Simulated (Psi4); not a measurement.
# CH5FSi (SMILES C[SiH2]F): B2PLYP/6-311+G(d,p) (density fitting for correlation)

What is the vertical singlet–triplet gap of CH5FSi at B2PLYP/6-311+G** (density fitting for correlation)? 

The results are computed with Psi4 1.11.

2 further runs of the same task are left out: 2 set aside as unsound or not needed.

**1. Starting point**

CH5FSi: 8 atoms, total charge 0, spin state singlet. SMILES: `C[SiH2]F`. Geometry: relaxed at PBE0-D4/def2-TZVP.

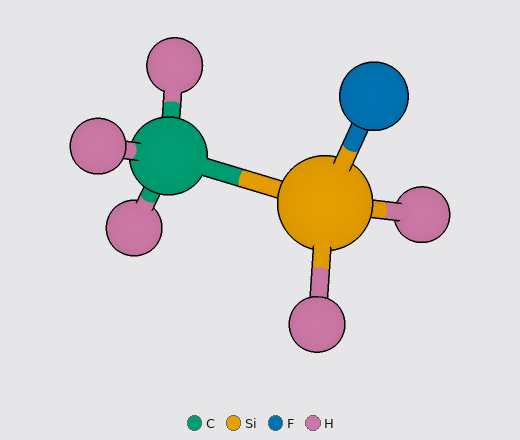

Viewed from a chosen angle; carbon teal, silicon amber, fluorine blue, hydrogen pink.

**2. A single-point energy at B2PLYP/6-311+G(d,p) (density fitting for correlation)**

input.json

```json
{
  "schema_name": "qcschema_input",
  "schema_version": 1,
  "molecule": {
    "schema_name": "qcschema_molecule",
    "schema_version": 2,
    "symbols": ["C", "Si", "F", "H", "H", "H", "H", "H"],
    "geometry": [-0.9853032, 1.32337521, -0.82581032, 0.84735319, -1.21320417, 0.74681976, 3.6783519, -1.22756609, -0.33788303, -1.06278197, 1.02517642, -2.8669035, -2.9228394, 1.34775267, -0.10676953, -0.14588686, 3.17530681, -0.46940797, 1.01799546, -0.79519675, 3.5162134, -0.25265638, -3.7439254, 0.23810549],
    "molecular_charge": 0,
    "molecular_multiplicity": 1,
    "fix_symmetry": "c1",
    "fix_com": true,
    "fix_orientation": true
  },
  "driver": "energy",
  "model": {
    "method": "b2plyp",
    "basis": "6-311+G**"
  },
  "keywords": {
    "puream": true,
    "e_convergence": 1e-09,
    "d_convergence": 1e-08,
    "scf_type": "pk",
    "dft_radial_points": 99,
    "dft_spherical_points": 590,
    "num_frozen_docc": 7
  }
}
```

The run is started by

```sh
psi4 --qcschema input.json -n 1 --memory 1600MB
```

stdout:

```text
[...]
  Running in c1 symmetry.
[...]
  Nuclear repulsion =  115.959115480258006
[...]
  Multiplicity = 1
[...]
  Nalpha       = 17
  Nbeta        = 17
[...]
    Number of basis functions: 104
[...]
   @RKS iter   1:  -429.97726549305730   -4.89081e-01   6.48654e-03 DIIS/ADIIS
[...]
   @RKS iter  10:  -430.16642689475549   -7.50333e-12   3.57324e-09 DIIS
[...]
    Orbital Energies [Eh]
    ---------------------
    Doubly Occupied:
       1A    -67.256076     2A    -25.338142     3A    -10.606936
       4A     -5.658973     5A     -3.915871     6A     -3.912713
       7A     -3.912341     8A     -1.349234     9A     -0.820748
      10A     -0.634514    11A     -0.538372    12A     -0.536960
      13A     -0.517789    14A     -0.484591    15A     -0.476110
      16A     -0.395508    17A     -0.389390
[...]
  @RKS Final Energy:  -430.16642689475549
   => Energetics <=
    Nuclear Repulsion Energy =            115.9591154802580064
    One-Electron Energy =                -825.4896041348899871
    Two-Electron Energy =                 297.8896528997848918
    DFT Exchange-Correlation Energy =     -18.5255911399083750
    Empirical Dispersion Energy =           0.0000000000000000
    VV10 Nonlocal Energy =                  0.0000000000000000
    Total Energy =                       -430.1664268947554888
[...]
 Multipole Moments:
 ------------------------------------------------------------------------------------
     Multipole            Electronic (a.u.)      Nuclear  (a.u.)        Total (a.u.)
 ------------------------------------------------------------------------------------
 L = 1.  Multiply by 2.5417464519 to convert [e a0] to [Debye]
 Dipole X            :        -36.4419542           35.6901234           -0.7518308
 Dipole Y            :         19.3135020          -19.0835882            0.2299138
 Dipole Z            :         -2.6860908            2.7709053            0.0848146
 Magnitude           :                                                    0.7907613
[...]
```

The result, in JSON:

```text
{
 "driver": "energy",
 "model": {
  "method": "b2plyp",
  "basis": "6-311+G**"
 },
 "success": true,
 "return_result": -430.3192334446114,
 "properties": {
  "calcinfo_nbasis": 104,
  "calcinfo_nmo": 104,
  "calcinfo_nalpha": 17,
  "calcinfo_nbeta": 17,
  "calcinfo_natom": 8,
  "nuclear_repulsion_energy": 115.959115480258,
  "return_energy": -430.3192334446114,
  "scf_one_electron_energy": -825.48960413489,
  "scf_two_electron_energy": 297.8896528997849,
  "scf_xc_energy": -18.525591139908375,
  "scf_dipole_moment": [-0.7518307687416623, 0.22991384302392603, 0.08481456857765535],
  "scf_total_energy": -430.1664268947555,
  "scf_iterations": 10
 }
}
```

Run time: 12 s. Hardware: 1 thread of Intel Xeon 6975P-C (Granite Rapids), shared host; peak memory 0.67 GiB.

**3. The triplet**

ch5fsi.xyz

```xyz
8
CH5FSi
C     -0.521400     0.700300    -0.437000
Si     0.448400    -0.642000     0.395200
F      1.946500    -0.649600    -0.178800
H     -0.562400     0.542500    -1.517100
H     -1.546700     0.713200    -0.056500
H     -0.077200     1.680300    -0.248400
H      0.538700    -0.420800     1.860700
H     -0.133700    -1.981200     0.126000
```

job.py

```python
import psi4

psi4.set_memory('1600 MB')
psi4.set_num_threads(1)
psi4.core.set_output_file('ch5fsi.out', False)

with open('ch5fsi.xyz') as f:
    atoms = ''.join(f.readlines()[2:])
m = psi4.geometry('0 3\n' + atoms + 'symmetry c1')

psi4.set_options({
    'reference': 'uks',
    'puream': True,
    'e_convergence': 1e-09,
    'd_convergence': 1e-08,
    'scf_type': 'pk',
    'dft_radial_points': 99,
    'dft_spherical_points': 590,
    'num_frozen_docc': 7,
    'maxiter': 100,
})

e_tot = psi4.energy('b2plyp/6-311+G**')
print(f'total energy {e_tot:.8f} hartree = {e_tot * 27.211386:.5f} eV')
for k, v in sorted(psi4.core.scalar_variables().items()):
    print(f'{k:45s} {v:18.10f}')
```

The run is started by

```sh
python job.py
```

ch5fsi.out:

```text
[...]
  Running in c1 symmetry.
[...]
  Nuclear repulsion =  115.959115419017664
[...]
  Multiplicity = 3
[...]
  Nalpha       = 18
  Nbeta        = 16
[...]
    Number of basis functions: 104
[...]
   @UKS iter   1:  -429.64082988625341   -1.52649e-01   6.77621e-03 DIIS/ADIIS
[...]
   @UKS iter  24:  -429.86745229540344   -1.74794e-10   7.86130e-09 DIIS
[...]
   @S^2 Observed:                2.016046229E+00
[...]
    Orbital Energies [Eh]
    ---------------------
    Alpha Occupied:
       1A    -67.297388     2A    -25.365672     3A    -10.614849
       4A     -5.698546     5A     -3.958071     6A     -3.954489
       7A     -3.950408     8A     -1.377944     9A     -0.830038
      10A     -0.692867    11A     -0.587435    12A     -0.585745
      13A     -0.549399    14A     -0.515131    15A     -0.483376
      16A     -0.482567    17A     -0.417467    18A     -0.103929
    Alpha Virtual:
      19A      0.012844    20A      0.028914    21A      0.041860
      22A      0.057038    23A      0.073250    24A      0.086638
      25A      0.097161    26A      0.099688    27A      0.104706
[...]
  @UKS Final Energy:  -429.86745229540344
   => Energetics <=
    Nuclear Repulsion Energy =            115.9591154190176638
    One-Electron Energy =                -824.3730086170628510
    Two-Electron Energy =                 297.0096620049406511
    DFT Exchange-Correlation Energy =     -18.4632211022988422
    Empirical Dispersion Energy =           0.0000000000000000
    VV10 Nonlocal Energy =                  0.0000000000000000
    Total Energy =                       -429.8674522954034387
[...]
 Multipole Moments:
 ------------------------------------------------------------------------------------
     Multipole            Electronic (a.u.)      Nuclear  (a.u.)        Total (a.u.)
 ------------------------------------------------------------------------------------
 L = 1.  Multiply by 2.5417464519 to convert [e a0] to [Debye]
 Dipole X            :          5.2980632           -5.9361325           -0.6380693
 Dipole Y            :         -2.1654462            2.3560107            0.1905644
 Dipole Z            :         -0.1043461            0.1798230            0.0754769
 Magnitude           :                                                    0.6701821
[...]
```

On the terminal:

```text
total energy -430.02533489 hartree = -11701.58538 eV
B2PLYP DOUBLE-HYBRID CORRECTION ENERGY             -0.1578825943
B2PLYP TOTAL ENERGY                              -430.0253348897
CURRENT ENERGY                                   -430.0253348897
CURRENT REFERENCE ENERGY                         -429.8674522954
DD SOLVATION ENERGY                                 0.0000000000
DFT FUNCTIONAL TOTAL ENERGY                      -429.8674522954
DFT TOTAL ENERGY                                 -430.0253348897
DFT VV10 ENERGY                                     0.0000000000
DFT XC ENERGY                                     -18.4632211023
DOUBLE-HYBRID CORRECTION ENERGY                    -0.1578825943
GRID ELECTRONS ALPHA                               18.0000009840
GRID ELECTRONS BETA                                16.0000000833
GRID ELECTRONS TOTAL                               34.0000010672
NUCLEAR REPULSION ENERGY                          115.9591154190
ONE-ELECTRON ENERGY                              -824.3730086171
PCM POLARIZATION ENERGY                             0.0000000000
PE ENERGY                                           0.0000000000
SCF ITERATION ENERGY                             -429.8674522954
SCF ITERATIONS                                     24.0000000000
SCF TOTAL ENERGY                                 -429.8674522954
TWO-ELECTRON ENERGY                               297.0096620049
XC GRID RADIAL POINTS                              99.0000000000
XC GRID SPHERICAL POINTS                          590.0000000000
XC GRID TOTAL POINTS                           447831.0000000000
```

Wall time 36 s (1 thread of Intel Xeon 6975P-C (Granite Rapids), shared host); peak memory 0.68 GiB.

**4. Outcome**

Level: B2PLYP/6-311+G** (density fitting for correlation), 7 core orbitals frozen.

| quantity | value |
| --- | --- |
| singlet: total energy | -430.31923 Eh |
| singlet: HOMO energy (SCF part's orbitals) | -10.60 eV |
| singlet: LUMO energy (SCF part's orbitals) | 0.64 eV |
| singlet: HOMO–LUMO gap (SCF part's orbitals) | 11.23 eV |
| triplet: total energy | -430.02533 Eh |
| triplet: HOMO energy (SCF part's orbitals) (highest over α and β) | -2.83 eV |
| triplet: ⟨S²⟩ | 2.016 |
| vertical energy of the triplet above the singlet | 7.997 eV |

What this shows: At this shape the triplet lies 8.00 eV (184 kcal/mol) above the singlet.
